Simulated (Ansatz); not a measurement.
**One shape, several levels: AlH3Cl− (SMILES [AlH3-][Cl])**

We compute a comparison of 6 runs (UHF/STO-3G, B3LYP/STO-3G, PBE0/STO-3G, UMP2/STO-3G, CCSDT/STO-3G, CCSD/STO-3G) of AlH3Cl−. 

Program for the calculation: Ansatz 0.2.0.

5 further runs of the same task are left out: 3 that didn't finish, 2 set aside as unsound or not needed.

## (1) Starting point

The species is AlH3Cl− (5 atoms), meant as a singlet with charge -1. SMILES: `[AlH3-][Cl]`. The H5–Al1 distance was set to 4.021 Å, away from the relaxed value. At this shape a bond of the SMILES string is far longer than usual.

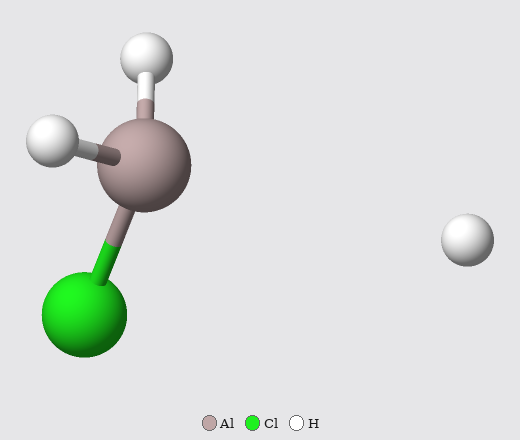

The structure, seen from a chosen angle (aluminium light grey, chlorine green, hydrogen white).

## (2) A single-point energy at UHF/STO-3G (run 1)

File molecule.yaml:

```yaml
crystal:
  periodic: [false, false, false]
  atoms:
    - {symbol: Al, position_ang: [-1.808555, 0.553200, -1.437320]}
    - {symbol: Cl, position_ang: [-3.480435, 0.551530, -0.170570]}
    - {symbol: H, position_ang: [-1.691625, 2.032130, -2.059010]}
    - {symbol: H, position_ang: [-2.077905, -0.552770, -2.573120]}
    - {symbol: H, position_ang: [1.387660, -0.369540, 0.820730]}
basis:
  gaussian: {orbitals: STO-3G}
total_charge: -1
magnetization: {spin_polarized: true}
hamiltonian: {xc: hf}
accuracy: high
```

Launch:

```console
ansatz run molecule.yaml --threads 1 --pin off --max-ram 2610MiB --events-out events.jsonl --progress --plain --runs-dir runs
```

The program printed:

```text
Warning: RAYON_NUM_THREADS=1 ignored (pool sized by the plan → 1); use --threads N
Functional definition: HF
  name "HF"
  exchange = exact_x
  correlation = 0
356 factors; integrals over basis functions are off by at most 6.1e-9 eV
mean field evaluation 1: about -18910.1380 eV, gradient 1.2e1 eV
mean field evaluation 2: about -18910.1443 eV, gradient 1.2e1 eV
mean field evaluation 4: about -18911.6932 eV, gradient 2.6e0 eV
mean field evaluation 8: about -18911.9068 eV, gradient 1.3e-2 eV
mean field evaluation 16: about -18914.6469 eV, gradient 1.9e0 eV
mean field evaluation 32: about -18914.6808 eV, gradient 1.9e-7 eV
mean field -18914.68079120 eV, -695.1016982454 hartree, gradient 8.8e-8 eV, S^2 0.996815; 2 other end points of the search recorded, 0 dependent functions left out
reference -18914.68079120 eV, -695.1016982454 hartree; 17, 17 occupied and 4, 4 virtual orbitals, 356 factors
Total energy: -18914.68079120 eV, -695.1016982454 hartree
```

It took 0.57 s on 1 thread of Intel Xeon Platinum 8259CL at 2.50GHz (Skylake/Cascade Lake), shared host.

## (3) A single-point energy at B3LYP/STO-3G (run 2)

File run.yaml:

```yaml
crystal:
  periodic: [false, false, false]
  atoms:
    - {symbol: Al, position_ang: [-1.808555, 0.553200, -1.437320]}
    - {symbol: Cl, position_ang: [-3.480435, 0.551530, -0.170570]}
    - {symbol: H, position_ang: [-1.691625, 2.032130, -2.059010]}
    - {symbol: H, position_ang: [-2.077905, -0.552770, -2.573120]}
    - {symbol: H, position_ang: [1.387660, -0.369540, 0.820730]}
basis:
  gaussian: {orbitals: STO-3G}
accuracy: high
hamiltonian: {xc: {name: B3LYP}}
total_charge: -1
```

Launch:

```console
ansatz run run.yaml --threads 1 --pin off --max-ram 2610MiB --events-out events.jsonl --progress --plain --runs-dir runs
```

The program printed:

```text
Warning: RAYON_NUM_THREADS=1 ignored (pool sized by the plan → 1); use --threads N
Functional definition: B3LYP
  name "B3LYP"
  parameter a0 = 0.2
  parameter ax = 0.72
  parameter ac = 0.81
  exchange = (1 - a0 - ax)*slater_x + ax*b88_x + a0*exact_x
  correlation = (1 - ac)*vwn_rpa_c + ac*lyp_c
356 factors; integrals over basis functions are off by at most 6.1e-9 eV
mean field evaluation 1: about -18941.0023 eV, gradient 2.6e1 eV
mean field evaluation 2: about -18921.4094 eV, gradient 3.3e1 eV
mean field evaluation 4: about -18924.8927 eV, gradient 1.5e1 eV
mean field evaluation 8: about -18943.3408 eV, gradient 8.1e0 eV
mean field evaluation 16: about -18946.0159 eV, gradient 2.4e-5 eV
mean field -18946.01590206 eV, -696.2532423300 hartree, gradient 7.2e-8 eV, S^2 0.000000; 0 other end points of the search recorded, 0 dependent functions left out
reference -18946.01593547 eV, -696.2532435576 hartree; 17, 17 occupied and 4, 4 virtual orbitals, 356 factors
Total energy: -18946.01593547 eV, -696.2532435576 hartree
```

Wall time 2.3 s (1 thread of Intel Xeon Platinum 8259CL at 2.50GHz (Skylake/Cascade Lake), shared host); peak memory 0.11 GiB.

Runs 3 to 5 aren't shown in full; the table further down has their settings and results.

## (4) A single-point energy at CCSD/STO-3G (run 6)

File job.yaml:

```yaml
crystal:
  periodic: [false, false, false]
  atoms:
    - symbol: Al
      position_ang: [-1.808555, 0.553200, -1.437320]
    - symbol: Cl
      position_ang: [-3.480435, 0.551530, -0.170570]
    - symbol: H
      position_ang: [-1.691625, 2.032130, -2.059010]
    - symbol: H
      position_ang: [-2.077905, -0.552770, -2.573120]
    - symbol: H
      position_ang: [1.387660, -0.369540, 0.820730]
basis:
  gaussian: {orbitals: STO-3G}
scf: {omitted_lower_state_checks: [cluster_reference, increment]}
correlation: {method: ccsd, frozen_orbitals: {Al: 5, Cl: 5, H: 0}}
accuracy: high
total_charge: -1
```

Launch:

```console
ansatz run job.yaml --threads 1 --pin off --max-ram 2610MiB --events-out events.jsonl --progress --plain --runs-dir runs
```

The program printed (excerpt; [...] marks lines left out):

```text
Warning: RAYON_NUM_THREADS=1 ignored (pool sized by the plan → 1); use --threads N
[... 2 set-up lines as earlier in the session ...]
[...]
356 factors; integrals over basis functions are off by at most 6.1e-9 eV
[...]
mean field -18911.90681756 eV, -694.9997565945 hartree, gradient 7.2e-8 eV, S^2 0.000000; 0 other end points of the search recorded, 0 dependent functions left out; unrestricted orbitals would lower it
10 core orbitals not correlated: weight in the atoms' cores, before any rotation towards them, 0.999 or more for the frozen orbitals, at most 0.000 for the correlated occupied ones
reference -18911.90681756 eV, -694.9997565945 hartree; 7, 7 occupied and 4, 4 virtual orbitals, 356 factors
second order -1.98259552 eV of doubles, -0.00000000 eV of singles
cycle   1  -1.64099602 eV  change   -3.3e-1 eV  update   1.8e-1
[...]
cycle  30  -3.63722438 eV  change   8.1e-10 eV  update  3.6e-10
WARN: these amplitudes may be one of several solutions (largest doubles amplitude 1.46, level shift 4.55 eV)
Total energy: -18915.54404194 eV, -695.1334221252 hartree
Checks for a lower state left out: cluster_reference, increment
```

Run time: 0.4 s. Hardware: 1 thread of Intel Xeon Platinum 8259CL at 2.50GHz (Skylake/Cascade Lake), shared host.

## (5) The series

| run | level | frozen core orbitals | energy (Eh) | wall time |
| --- | --- | --- | --- | --- |
| 1 | UHF/STO-3G | – | -695.101698 | 0.57 s |
| 2 | B3LYP/STO-3G | – | -696.253244 | 2.3 s |
| 3 | PBE0/STO-3G | – | -695.982196 | 2 s |
| 4 | UMP2/STO-3G | 10 | -695.126628 | 0.46 s |
| 5 | CCSDT/STO-3G | 10 | -695.138684 | 0.55 s |
| 6 | CCSD/STO-3G | 10 | -695.133422 | 0.4 s |

## (6) Results

| quantity | value |
| --- | --- |
| run 6: total energy | -695.13342 Eh |
| run 6: correlation energy (10 core orbitals frozen) | -133.7 mEh |
| run 6: T1 diagnostic | 0.221 |

**Reading.** Below the UHF energy at the same shape and in the same basis (STO-3G): UMP2 -24.9 mEh; CCSDT -37.0 mEh; CCSD -31.7 mEh. Some of these start from another determinant than that one, so these aren't their correlation energies. Totals of different functionals can't be ranked against each other. In run 6 the T1 diagnostic is large, so a single reference may not serve. In runs 5, 6 the log says that unrestricted orbitals would lower the reference, so the values rest on an unstable closed-shell determinant (other closed-shell runs at this shape may share the fault). In runs 1, 2, 3, 4, 5, 6 the basis is minimal, so the values are rough. Spin contamination of the reference: run 1 ⟨S²⟩ = 1.00, run 4 ⟨S²⟩ = 1.00. Where it is this large, the reference is a mixture of spin states, and values that rest on it are in doubt. All runs together took 6.3 s, the longest 2.3 s.
